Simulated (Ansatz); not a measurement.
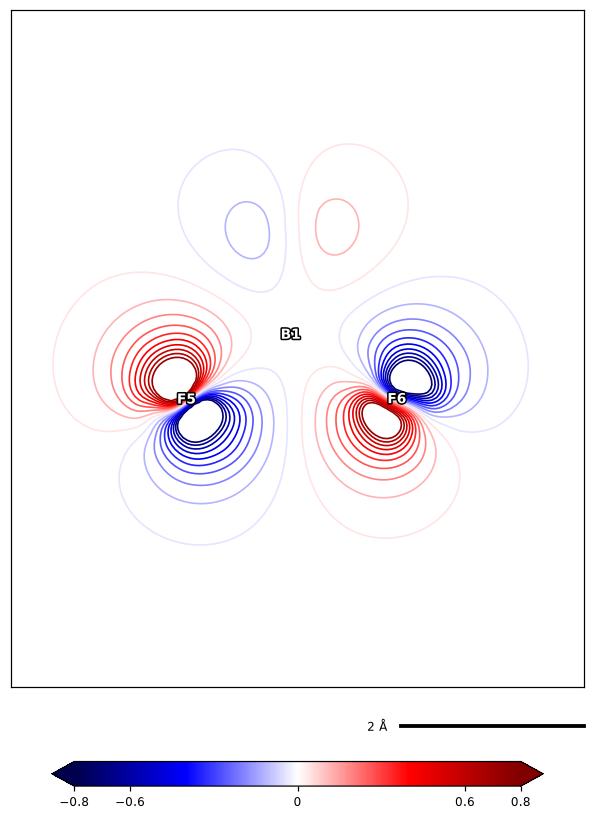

BF$_{3}$···H$_{2}$O. One frontier orbital on the plane of atoms F5, B1 and F6 (values in Å⁻³ᐟ²; the overall sign is arbitrary).

Geometry: r2SCAN-D4/def2-SVP.

Computed with Ansatz, RKS PBE0-D4/def2-TZVP.

```xyz
7

B     0.1132   -0.0759   -0.7372
O     0.2104    0.0224    1.0407
H    -0.4573   -0.5993    1.3728
H    -0.1072    0.9095    1.2743
F     1.3769   -0.3358   -1.0952
F    -0.3561    1.1673   -1.0032
F    -0.7798   -1.0882   -0.8523
```

Question: Which orbital is it: HOMO or LUMO?

Answer: The HOMO, at −10.92 eV. It lies mainly on F5 (about 40 %), F6 (about 30 %) and F7 (about 30 %); largely a combination of lone pairs on F5, F6 and F7.
